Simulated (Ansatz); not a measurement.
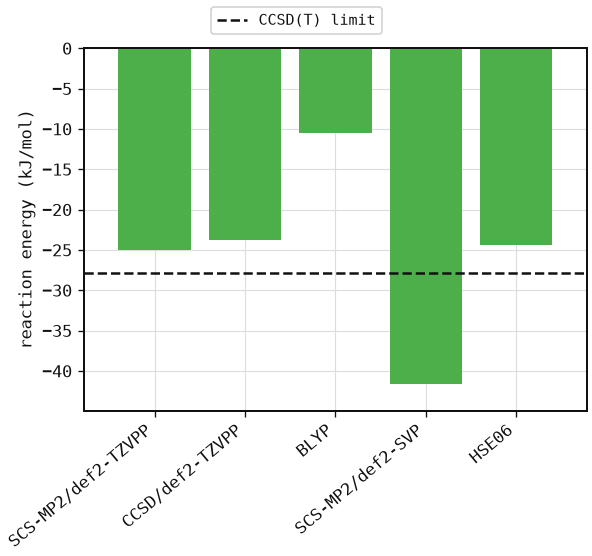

Electronic reaction energy of AlHSF₂ ([F][Al]([F])[SH]) + AlH₃S ([AlH2][SH]) → Al₂H₂SF₂ ([F][Al]([F])[S][AlH2]) + H₂S (S) (SMILES in brackets) at several levels (functionals in def2-TZVPP unless a basis is named), isolated molecules at PBE0-D4 triple-zeta geometries, minima by their frequencies, no zero-point or thermal terms, the Ansatz code 0.2.0. The line is frozen-core CCSD(T) at the basis limit (MP2 extrapolated from triple and quadruple zeta, plus CCSD(T) less MP2 in a smaller set). The distance of SCS-MP2/def2-TZVPP, CCSD/def2-TZVPP and SCS-MP2/def2-SVP to the limit includes basis error.

Q: What do zero-point energy and temperature add?

A: Zero-point change 0.4 kJ/mol; at 298.15 K and 1 bar the CCSD(T) limit plus thermal terms gives an enthalpy of reaction of −26.5 and a free energy of −17.8 kJ/mol (harmonic PBE0-D4 modes, ideal gas).

Q: What range do the values span, the line included?

A: From −41.6 kJ/mol (SCS-MP2/def2-SVP) to −10.6 kJ/mol (BLYP).

Note: one conformer of each flexible molecule.
